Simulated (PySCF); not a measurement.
# What a change does: NMR shielding calculation on C3H7P

System: C3H7P, SMILES CP1CC1.
Method of run A: GIAO PBE0/pcSseg-1 NMR shielding, non-relativistic, IEF-PCM acetonitrile (PySCF 2.14.0).

The geometry comes from this level: PBE0-D3(BJ)/def2-SVP. Text and figures count atoms from 1; the logs count them from 0 in places.

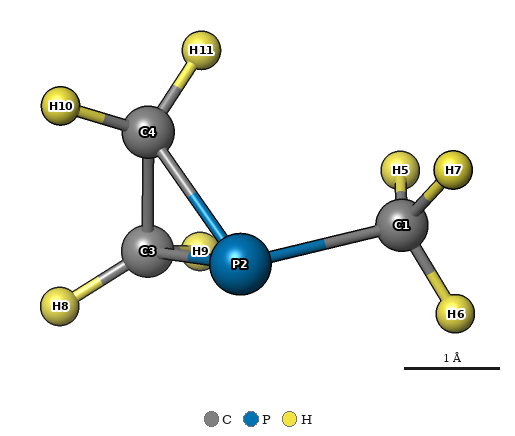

Figure 1. The structure as given in the input (ball-and-stick view, seen at a tilt; atoms are numbered from 1 in the order of the input). Bond lengths as drawn: C–C 1.50 Å, C–H 1.09 to 1.10 Å and C–P 1.85 to 1.86 Å.

## Input file, run A
```
{"job": {"kind": "nmr", "xc": "PBE0", "basis": "pcSseg-1", "solvent": "acetonitrile", "pop": true}, "charge": 0, "multiplicity": 1}
C      1.536289     0.152155     0.093245
P     -0.047541    -0.244096     0.977034
C     -1.110911    -0.756629    -0.451108
C     -1.255444     0.685220    -0.076523
H      1.383931     0.381982    -0.972321
H      2.224750    -0.702688     0.174523
H      2.017811     1.017001     0.575480
H     -1.937582    -1.432755    -0.211299
H     -0.612478    -0.999659    -1.394987
H     -2.182782     0.996652     0.415018
H     -0.853307     1.439250    -0.760505
```

The first line tells a small driver script what to run in PySCF; the rest is the geometry in Å.

Launched with:
```bash
OMP_NUM_THREADS=1 python <driver script> task.json out
```

Hardware: 1 CPU thread, shared host.

## Output (run A)
```
coarse grid: 9224 points
cycle   1  E = -459.5025022318  dE =  2.707e-01  |g| = 3.308e-01  |ddm| = 2.900e+00
cycle   2  E = -459.4903921578  dE =  1.211e-02  |g| = 3.960e-01  |ddm| = 6.051e-01
cycle   3  E = -459.5313977022  dE = -4.101e-02  |g| = 3.161e-02  |ddm| = 3.385e-01
cycle   4  E = -459.5315956537  dE = -1.980e-04  |g| = 1.851e-02  |ddm| = 5.919e-02
cycle   5  E = -459.5316849678  dE = -8.931e-05  |g| = 3.154e-03  |ddm| = 1.811e-02
cycle   6  E = -459.5316876839  dE = -2.716e-06  |g| = 8.013e-04  |ddm| = 4.391e-03
final grid: 83160 points
cycle   7  E = -459.5571168591  dE = -1.856e-05  |g| = 7.596e-03  |ddm| = 2.117e-02
cycle   8  E = -459.5571071362  dE =  9.723e-06  |g| = 9.835e-03  |ddm| = 1.468e-02
cycle   9  E = -459.5571320090  dE = -2.487e-05  |g| = 5.195e-04  |ddm| = 8.420e-03
cycle  10  E = -459.5571320718  dE = -6.277e-08  |g| = 1.981e-04  |ddm| = 6.252e-04
cycle  11  E = -459.5571320822  dE = -1.040e-08  |g| = 3.173e-05  |ddm| = 1.954e-04
cycle  12  E = -459.5571320824  dE = -2.653e-10  |g| = 7.640e-06  |ddm| = 4.470e-05
converged SCF energy = -459.5571320824

GIAO shielding tensors (ppm)
atom      isotropic    diamagn.    paramagn.     s11        s22        s33       span
  0 C      168.782     253.272     -84.491    142.800    167.944    195.601     52.800
  1 P      598.791     966.239    -367.448    352.194    437.813   1006.366    654.172
  2 C      174.821     255.353     -80.532    139.998    174.096    210.369     70.371
  3 C      175.305     255.414     -80.109    140.970    174.298    210.648     69.678
  4 H       31.558      31.559      -0.001     26.262     29.936     38.475     12.213
  5 H       30.230      29.723       0.507     25.475     27.059     38.156     12.681
  6 H       30.208      29.722       0.486     25.458     27.075     38.093     12.635
  7 H       30.364      30.064       0.300     24.648     25.159     41.284     16.636
  8 H       30.402      31.418      -1.015     24.783     27.203     39.221     14.438
  9 H       30.350      30.050       0.300     24.653     25.149     41.249     16.596
 10 H       30.429      31.434      -1.004     24.779     27.248     39.260     14.481
```

The input of run B differs as follows (lines with − go, lines with + come):
```diff
-"solvent": "acetonitrile"
-"pop": true
+"solvent": "methanol"
+"pop": false
```

What does this change do to the results?

The total energy of run B is 0.01 kcal/mol higher: the change of the electrostatic solvation energy at this fixed geometry, without cavity or dispersion terms. No shielding changes by as much as 0.05 ppm. The number of SCF iterations is the same.

## Output (run B)
```
coarse grid: 9224 points
cycle   1  E = -459.5024842060  dE =  2.708e-01  |g| = 3.308e-01  |ddm| = 2.900e+00
cycle   2  E = -459.4903652546  dE =  1.212e-02  |g| = 3.960e-01  |ddm| = 6.050e-01
cycle   3  E = -459.5313783281  dE = -4.101e-02  |g| = 3.166e-02  |ddm| = 3.387e-01
cycle   4  E = -459.5315770095  dE = -1.987e-04  |g| = 1.852e-02  |ddm| = 5.925e-02
cycle   5  E = -459.5316664269  dE = -8.942e-05  |g| = 3.157e-03  |ddm| = 1.812e-02
cycle   6  E = -459.5316691477  dE = -2.721e-06  |g| = 8.025e-04  |ddm| = 4.390e-03
final grid: 83160 points
cycle   7  E = -459.5570985768  dE = -1.856e-05  |g| = 7.597e-03  |ddm| = 2.117e-02
cycle   8  E = -459.5570888418  dE =  9.735e-06  |g| = 9.838e-03  |ddm| = 1.469e-02
cycle   9  E = -459.5571137307  dE = -2.489e-05  |g| = 5.203e-04  |ddm| = 8.427e-03
cycle  10  E = -459.5571137936  dE = -6.298e-08  |g| = 1.981e-04  |ddm| = 6.260e-04
cycle  11  E = -459.5571138040  dE = -1.040e-08  |g| = 3.173e-05  |ddm| = 1.953e-04
cycle  12  E = -459.5571138043  dE = -2.694e-10  |g| = 7.618e-06  |ddm| = 4.457e-05
converged SCF energy = -459.5571138043

GIAO shielding tensors (ppm)
atom      isotropic    diamagn.    paramagn.     s11        s22        s33       span
  0 C      168.774     253.272     -84.499    142.791    167.937    195.594     52.803
  1 P      598.774     966.235    -367.460    352.155    437.816   1006.353    654.198
  2 C      174.820     255.353     -80.533    140.000    174.093    210.368     70.368
  3 C      175.304     255.414     -80.110    140.972    174.294    210.647     69.674
  4 H       31.559      31.560      -0.001     26.265     29.938     38.475     12.211
  5 H       30.230      29.724       0.506     25.476     27.060     38.155     12.679
  6 H       30.209      29.723       0.486     25.459     27.075     38.092     12.634
  7 H       30.364      30.064       0.300     24.649     25.160     41.284     16.635
  8 H       30.404      31.419      -1.015     24.785     27.205     39.222     14.436
  9 H       30.351      30.050       0.301     24.653     25.150     41.249     16.596
 10 H       30.431      31.435      -1.004     24.781     27.250     39.260     14.479
```

## The two runs side by side

```tsv
quantity	run A	run B
outcome	converged	converged
total energy (hartree)	−459.557132	−459.557114
HOMO (eV)	−7.15	−7.15
LUMO (eV)	0.85	0.85
dipole moment (D)	1.84	1.84
shielding of C1 (ppm)	168.8	168.8
shielding of P2 (ppm)	598.8	598.8
shielding of C3 (ppm)	174.8	174.8
shielding of C4 (ppm)	175.3	175.3
shielding of H5 (ppm)	31.6	31.6
shielding of H9 (ppm)	30.4	30.4
shielding of H11 (ppm)	30.4	30.4
SCF iterations	12	12
basis functions	110	110
wall time (shared host)	13 s	10 s
```
